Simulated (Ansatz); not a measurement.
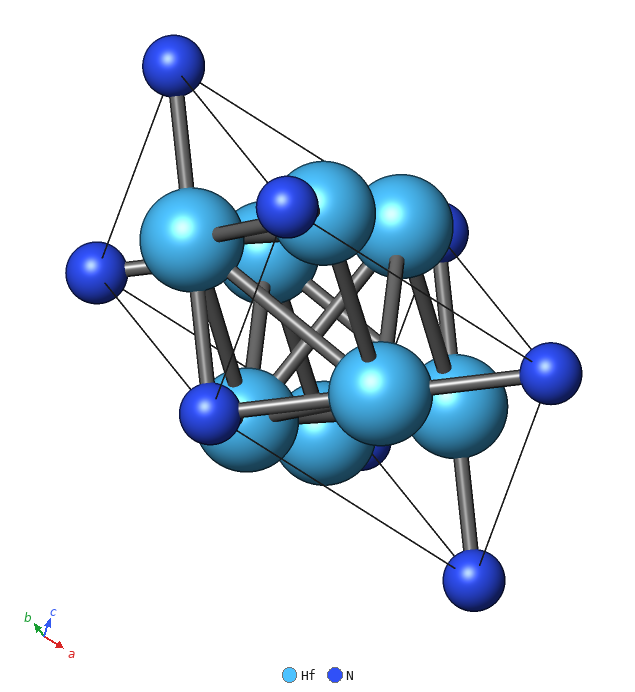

We look at a ball-and-stick model of the crystal slightly off an axis. The simulation cell is drawn as a box.

Full input:
```yaml
crystal:
  lattice:
    - [-2.2466700023, 2.2466700023, 4.5995174179]
    - [2.2466700023, -2.2466700023, 4.5995174179]
    - [2.2466700023, 2.2466700023, -4.5995174179]
  atoms:
    - { symbol: Hf, position: [0.7586894992, 0.7586894992, 0.0] }
    - { symbol: Hf, position: [0.5, 0.0, 0.5] }
    - { symbol: Hf, position: [0.0, 0.5, 0.5] }
    - { symbol: Hf, position: [0.2413105008, 0.2413105008, 0.0] }
    - { symbol: "N", position: [0.0, 0.0, 0.0] }
basis:
  ecutwfc: 420
kpoints:
  mp_grid: { grid: [12, 12, 12] }
  band_path:
    path:
      - [[0.0, 0.0, 0.0], [0.0, 0.0, 0.5], [0.25, 0.25, 0.25], [0.0, 0.5, 0.0], [0.0, 0.0, 0.0], [0.5, 0.5, -0.5], [0.30964775, 0.69035225, -0.30964775]]
      - [[-0.30964775, 0.30964775, 0.30964775], [0.0, 0.0, 0.0]]
      - [[0.0, 0.0, 0.5], [-0.11929549, 0.11929549, 0.5]]
      - [[0.5, 0.5, -0.11929549], [0.5, 0.5, -0.5]]
    npoints: 14
hamiltonian:
  xc: pbe
scf:
  occupations: { method: gaussian, width: 0.1 }
  n_extra_bands: 12
output:
  forces: true
  stress: true
  eigenvalues: true
  populations: true
  dos: { projected: true, de: 0.02, nscf_kmesh: { grid: [15, 15, 15] } }
  bader: true
  write_density: true
  write_potential: true
  elf: true
  volumetric_format: npy
```
Run as:
```sh
ansatz run input.yaml --threads 1 --pin off --max-ram 2560MiB --backend cpu --events-out ev --progress --plain --runs-dir out
```

Electronic-structure method: DFT PBE, scalar-relativistic, plane waves, PAW (Ansatz). Parameters: plane waves to 420 eV, a 12×12×12 grid in reciprocal space, Gaussian smearing of 0.1 eV, no spin polarisation.

How are the electrons shared out in a Bader analysis?

Answer. Hf +0.35 to +0.67 e; N -2.05 e.

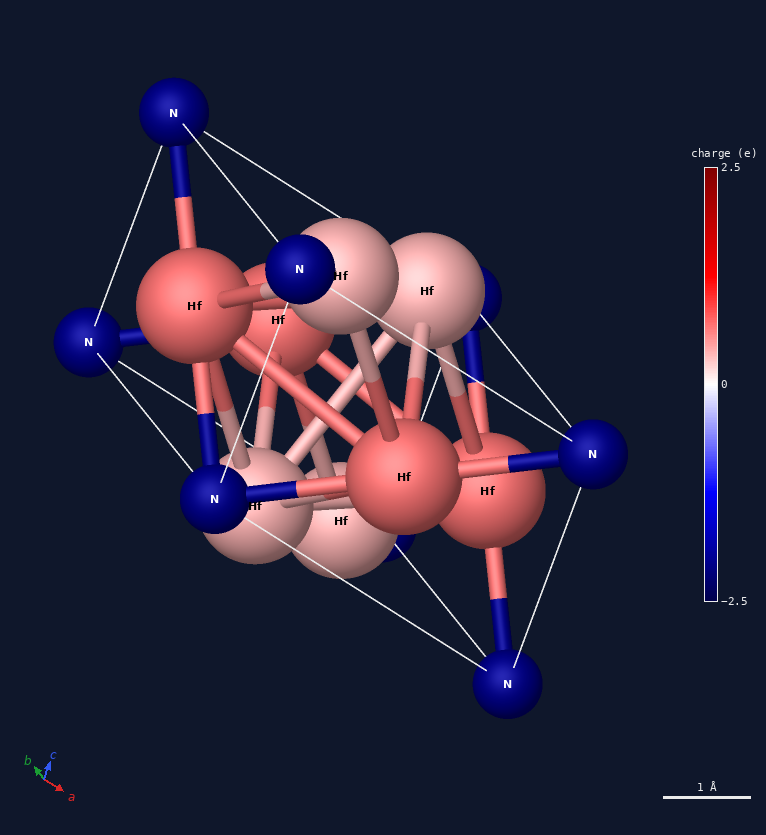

The atoms coloured by those charges.

Provenance: a structure type filled with these elements by a generator (whether the compound takes this form wasn't checked). Earlier steps of the study, as a rule a relaxation of our own, may have changed the cell and positions, so they can lie some per cent off the listed ones. An electronic-structure calculation with Ansatz was run on it.
